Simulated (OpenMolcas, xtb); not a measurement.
**AlH2S (SMILES [AlH][SH]): methods side by side**

AlH2S has 4 atoms, charge 0, and is taken as a doublet. SMILES: `[AlH][SH]`. Geometry: a GFN2-xTB relaxation, a rough one for these elements and not checked as a minimum.

Quantity: the vertical ionisation energy (to the singlet cation), in eV. The values are calculated.

```tsv
level	kind	program	value (eV)	less FCI/STO-3G	CPU time (all runs)
GFN2-xTB	semi-empirical	xtb	12.43	+9.37	under 2 s
UHF/STO-3G	Hartree–Fock	OpenMolcas	3.91	+0.85	3.3 s
USVWN5/STO-3G	LDA	OpenMolcas	3.81	+0.75	7.3 s
UPBE/STO-3G	GGA	OpenMolcas	3.93	+0.87	9.9 s
U-r2SCAN/STO-3G	meta-GGA	OpenMolcas	4.12	+1.06	11 s
UM06-2X/STO-3G	hybrid meta-GGA	OpenMolcas	4.34	+1.28	11 s
ROCCSD(T)/STO-3G	coupled cluster or CI	OpenMolcas	3.07	+0.01	4.2 s
FCI/STO-3G	exact in the basis	OpenMolcas	3.06	0.00	9.5 s
```

FCI/STO-3G is exact within its basis and frozen core, so for wave-function methods in that basis the difference is their error; functionals converge differently with the basis, so for them it is only a difference. The values span 3.06 to 12.43 eV. The xTB values lack the empirical shift that such differences need. All rows use very small basis sets, so even the best lies far from the true value. CPU times are rough (shared hosts, several kinds of processor): they show what a rung costs within a factor of a few.

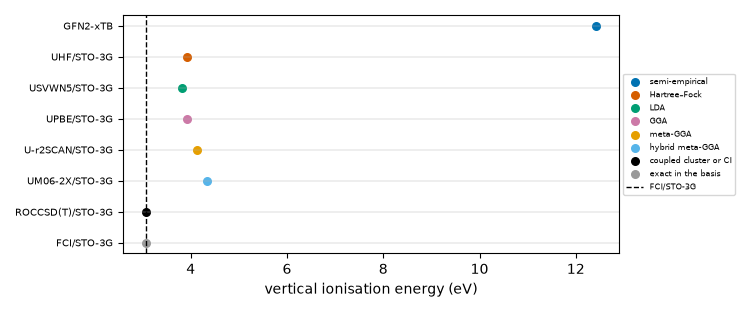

The values of the table, level by level.
